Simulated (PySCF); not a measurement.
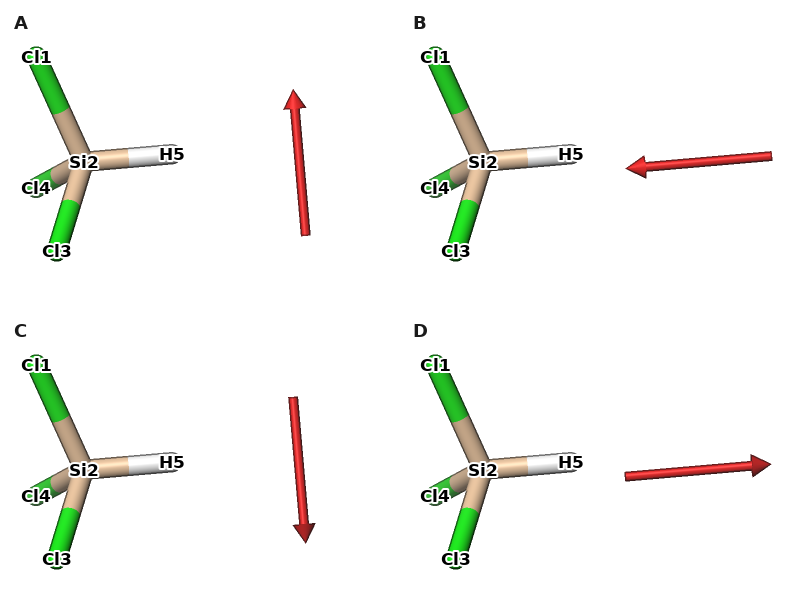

The same molecule four times, each with an arrow. The geometry was computed by an optimisation with PBE0-D3(BJ)/def2-SVP. No frequency run is at hand to confirm it as a minimum. Level of theory: LDA/def2-SVPD, gas phase (PySCF 2.14.0).

Which arrow points along the dipole moment, from the negative to the positive end?

D. The dipole moment is 0.92 D; it points from the side of Cl1, Cl3, Cl4 to the side of H5 (the outermost atoms at the two ends).
